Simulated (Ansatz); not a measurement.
```xyz
4

B    -0.6409    0.0000   -0.2654
H     1.2781    0.0000    0.6556
Cl    2.4730    0.0000    1.1993
Cl   -2.1543    0.0000   -1.0375
```

Computed with Ansatz 0.2.0, RKS PBE0/def2-SVP.

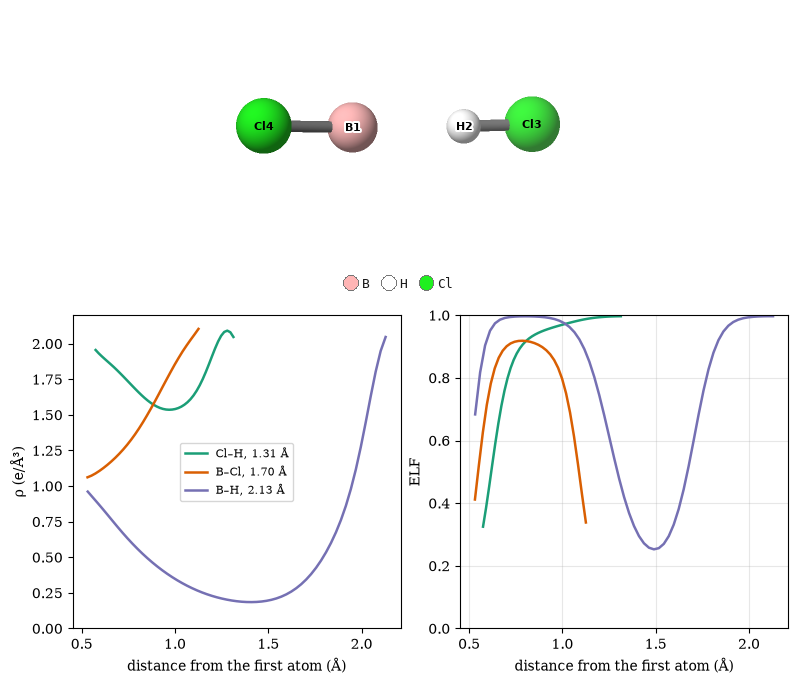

BCl···HCl. Total electron density and ELF along straight lines between neighbouring atoms. The curves leave out the atomic cores. The structure is drawn too.

> What can be read from the curves?

Cl–H (1.31 Å): ρ is about 1.9 e/Å³ halfway; the ELF climbs to about 1 towards the hydrogen, as it does in any bond to H.
B–Cl (1.70 Å): the density is about 1.5 e/Å³ at the midpoint; the ELF peaks at about 0.90 between the atoms (a polar covalent bond).
B1···H2 (2.13 Å): the density falls to about 0.19 e/Å³ on the way; the ELF dips to about 0.25 between them.
